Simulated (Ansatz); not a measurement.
# ZrBrCl3: a closer look at a trial structure, part 2 of 2

The task, for ZrBrCl3: locate the band edges and the effective masses and see how the gap depends on the functional.

Ansatz 0.2.0; DFT PBE, scalar-relativistic, plane waves, PAW. Earlier steps stand in the parts before.

## 7. Level of theory: PBEsol

The input, input.yaml:

```yaml
crystal:
  lattice:
    - [5.5737987963, 3.2180342188, 2.4079699223]
    - [-5.5737987963, 3.2180342188, 2.4079699223]
    - [0.0, -6.4360684876, 2.4079698555]
  atoms:
    - { symbol: Zr, position: [0.740464, 0.740464, 0.740464] }
    - { symbol: Br, position: [0.396878, 0.396878, 0.396878] }
    - { symbol: Cl, position: [0.076423, 0.7355, 0.7355] }
    - { symbol: Cl, position: [0.7355, 0.7355, 0.076423] }
    - { symbol: Cl, position: [0.7355, 0.076423, 0.7355] }
basis:
  ecutwfc: 420
kpoints:
  mp_grid: { grid: [6, 6, 6] }
  band_path:
    path:
      - [[0.0, 0.0, 0.0], [0.5, 0.0, 0.0], [0.5, -0.5, 0.5], [0.25998555, -0.74001445, 0.25998555]]
      - [[0.25998555, 0.25998555, 0.25998555], [0.0, 0.0, 0.0], [0.5, -0.5, 0.0]]
    npoints: 14
hamiltonian:
  xc: pbesol
scf:
  occupations: { method: gaussian, width: 0.02 }
  n_extra_bands: 12
output:
  forces: true
  stress: true
  eigenvalues: true
  populations: true
  dos: { projected: true, de: 0.02, nscf_kmesh: { grid: [9, 9, 9] } }
  bader: true
```

On the command line:

```
ansatz run input.yaml --threads 1 --pin off --max-ram 3072MiB --backend cpu --events-out ev --progress --plain --runs-dir out
```

Standard output, shortened:

```text
Warning: RAYON_NUM_THREADS=1 ignored (pool sized by the plan → 1); use --threads N
scf.n_extra_bands = 12 over 20 filled bands (N_el = 40.0): the run solves 32 bands
[...]
Pseudopotentials: kind: paw
Pseudopotential: Zr, paw, valence charge 12, recommended cutoff 420 eV (normal), Zr.paw.azcp
Pseudopotential: Br, paw, valence charge 7, recommended cutoff 420 eV (normal), Br.paw.azcp
Pseudopotential: Cl, paw, valence charge 7, recommended cutoff 420 eV (normal), Cl.paw.azcp
Functional definition: PBEsol
[...]
Crystal: 5 atoms, lattice volume = 259.146 Å³
Basis set: ecut = 420 eV, 5085 PW (Γ), exchange–correlation on 96×96×96 points (8 copies of the dense FFT grid, shifted against one another)
Bands: 32, of which v1, the nominal top of the filled ones, is band 20 counted from 1 (19 counted from 0)
Symmetry: 6 space group operations
Space group: R3m (ITA 160), of the structure as read, at distance tolerance 6.4e-5 Å
[...]
  atom   2  Br     0.00000000    -0.00000000     0.29331764
  atom   3  Cl    -0.23797249    -0.13739348    -0.10055768
  atom   4  Cl     0.00000000     0.27478696    -0.10055768
  atom   5  Cl     0.23797249    -0.13739348    -0.10055768
[...]
--- Stress (GPa, compression-positive) ---
       -0.634115       0.000000       0.000000
       -0.000000      -0.634115       0.000000
        0.000000       0.000000      -0.670336
  P = ⅓ Tr σ = -0.6462 GPa (-6.462 kbar)
--- Band table (eV; the first three rows and the last of 32) ---
[...]
--- Löwdin populations: 5 sites ---
  site symbol       q [e]
     0     Zr     10.9385
     1     Br      7.1779
     2     Cl      7.2390
     3     Cl      7.2390
     4     Cl      7.2390
  spilling = 0.004161 (of n_electrons = 40.000000)
--- Bader charges: 5 sites ---
  site symbol  charge [e]  shift [e]
     0     Zr      2.1809     0.0011
     1     Br     -0.5071     0.0003
     2     Cl     -0.5579     0.0003
     3     Cl     -0.5579     0.0003
     4     Cl     -0.5579     0.0003
  estimated error of the sums over rays = 4.7e-4 e
```

Run time: 3 min. Hardware: 1 thread of Intel Xeon Platinum 8375C at 2.90GHz (Ice Lake), shared host; peak memory 0.8 GiB.

By site:

```
atom  Löwdin electrons  Bader charge (e)  Bader volume (Å³)
 Zr1             10.94             +2.18               15.6
 Br2              7.18             -0.51               45.6
 Cl3              7.24             -0.56               38.5
 Cl4              7.24             -0.56               38.5
 Cl5              7.24             -0.56               38.5
```

The Löwdin counts miss 0.17 of the 40 electrons, which the atomic orbitals do not span, so they are no charges.

From bands.tsv, the levels nearest the gap at the path's corners, in eV from the valence-band top:

| point | band 17 | band 18 | band 19 | band 20 | band 21 | band 22 | band 23 | band 24 |
| --- | --- | --- | --- | --- | --- | --- | --- | --- |
| Γ | -0.95 | -0.67 | -0.28 | -0.28 | 4.22 | 4.22 | 4.75 | 4.83 |
| L | -0.80 | -0.57 | -0.19 | -0.06 | 4.15 | 4.17 | 4.80 | 4.94 |
| T | -0.74 | -0.40 | 0.00 | 0.00 | 4.07 | 4.07 | 5.17 | 5.27 |
| P0 | -0.85 | -0.52 | -0.15 | -0.15 | 4.17 | 4.17 | 4.91 | 5.03 |
| P2 | -0.85 | -0.52 | -0.15 | -0.15 | 4.17 | 4.17 | 4.91 | 5.03 |
| Γ | -0.95 | -0.67 | -0.28 | -0.28 | 4.22 | 4.22 | 4.75 | 4.83 |
| F | -0.77 | -0.48 | -0.22 | -0.10 | 4.16 | 4.16 | 4.73 | 4.97 |

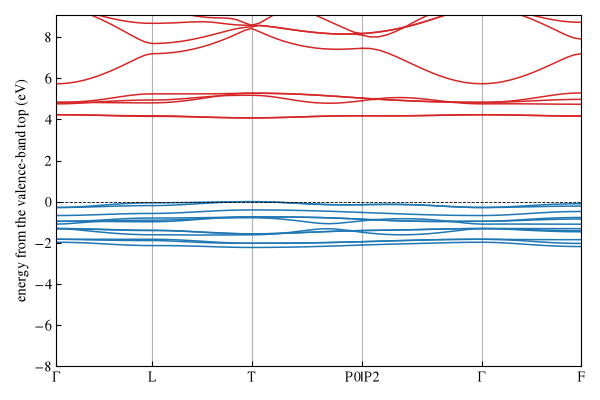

Bands along the path; filled bands blue, empty bands red. Deeper bands lie below the window drawn.

States per cell in windows of 1 eV, from dos.tsv and pdos.tsv (zero at the valence-band top):

```
from  to  total  Zr 4d  Br 4p  Cl 3p
  -2  -1  10.22   1.84   1.38   6.76
  -1   0  11.21   0.20   3.79   7.11
   0   1   0.00   0.00   0.00   0.00
   1   2   0.00   0.00   0.00   0.00
   2   3   0.00   0.00   0.00   0.00
   3   4   0.01   0.01   0.00   0.00
   4   5   7.31   5.08   0.46   1.19
   5   6   2.74   1.73   0.14   0.48
   6   7   0.89   0.01   0.02   0.04
   7   8   1.32   0.01   0.02   0.05
   8   9   3.94   0.08   0.01   0.02
   9  10   4.80   0.08   0.02   0.04
```

A further 19 or so states lie below the table's range.

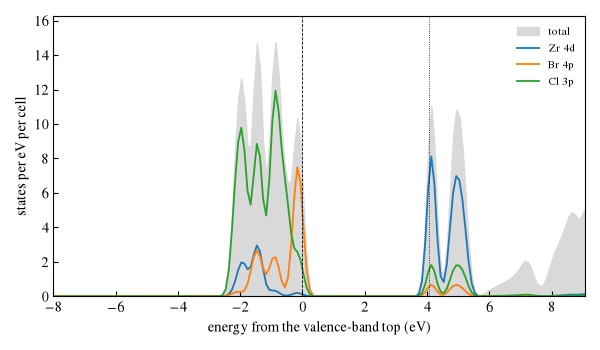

Total and projected density of states, smoothed over about 0.40 eV. The dotted line marks the lowest empty level found on the path.

## 8. Comparison of the levels of theory

```
 level  gap (eV)  pressure (GPa)  CPU time  against the first
   PBE      4.09             0.0   2.8 min                × 1
r2SCAN      4.55            -0.3   3.4 min              × 1.2
PBEsol      4.07            -0.6     3 min              × 1.1
```

All at the geometry relaxed with the first.

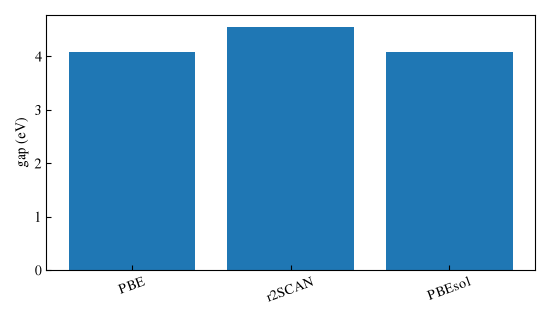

The gap at each level.

## 9. What came out

What follows sums up all 2 parts.

```
                                              quantity                                         value
                                     gap over the zone                               4.09 eV, direct
         valence top, conduction bottom (fractional k)  (0.500, 0.500, 0.500), (0.500, 0.500, 0.500)
                                           hole masses  2.50 to 8.66 m0 along the directions sampled
                                       electron masses  4.85 to 6.49 m0 along the directions sampled
                                          gap (r2SCAN)                   4.55 eV, direct on the path
                                Bader charges (r2SCAN)                Zr +2.32, Br -0.54, Cl -0.59 e
                            gap over the zone (r2SCAN)                               4.55 eV, direct
valence top, conduction bottom (fractional k) (r2SCAN)  (0.500, 0.500, 0.500), (0.500, 0.500, 0.500)
                                  hole masses (r2SCAN)  2.56 to 8.83 m0 along the directions sampled
                              electron masses (r2SCAN)  5.21 to 6.96 m0 along the directions sampled
                                          gap (PBEsol)                   4.07 eV, direct on the path
                                Bader charges (PBEsol)                Zr +2.18, Br -0.51, Cl -0.56 e
```

The curvatures give 4.85 to 6.49 m0 for electrons and 2.50 to 8.66 m0 for holes. These cover the sampled directions only. The gap runs from 4.07 eV with PBEsol to 4.55 eV with r2SCAN. At this fixed cell PBEsol gives -0.6 GPa, so it would relax to a smaller volume.
